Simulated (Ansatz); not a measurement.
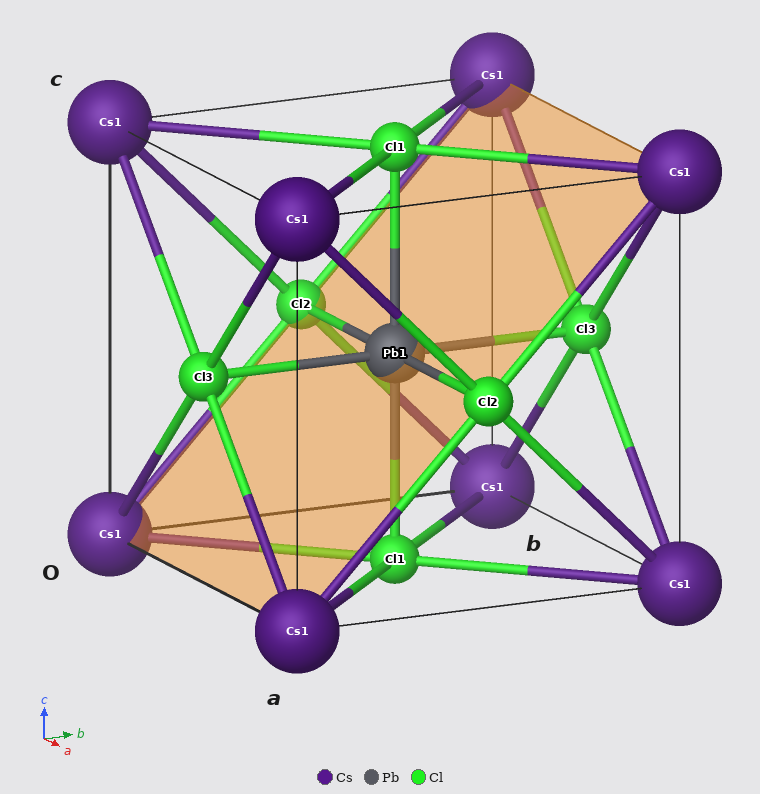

Crystal: CsPbCl3, coordinates from a relaxation with DFT, LDA, plane waves, PAW in Ansatz. The shaded plane is a symmetry element of the crystal. The drawing is computed from the coordinates (standard cell, symmetry found to 0.002 Å).

a = 5.529 Å, b = 5.529 Å, c = 5.529 Å, α = 90.00°, β = 90.00°, γ = 90.00°.

| atom | x | y | z |
| --- | --- | --- | --- |
| Cs1 | 0.0000 | 0.0000 | 0.0000 |
| Pb1 | 0.5000 | 0.5000 | 0.5000 |
| Cl1 | 0.5000 | 0.5000 | 0.0000 |
| Cl2 | 0.0000 | 0.5000 | 0.5000 |
| Cl3 | 0.5000 | 0.0000 | 0.5000 |

Is it a mirror or a glide plane, and what is the operation?

Answer. It is a mirror plane, parallel to (0 1 −1), through (1/2, 1/2, 1/2): x, y, z → x, z, y.

Onto which atom does it carry each atom (up to whole multiples of a, b and c)?

Answer. Cs1 → Cs1, Pb1 → Pb1, Cl1 → Cl3, Cl2 → Cl2, Cl3 → Cl1.

What is the crystal's space group?

Answer. Pm-3m, No. 221.
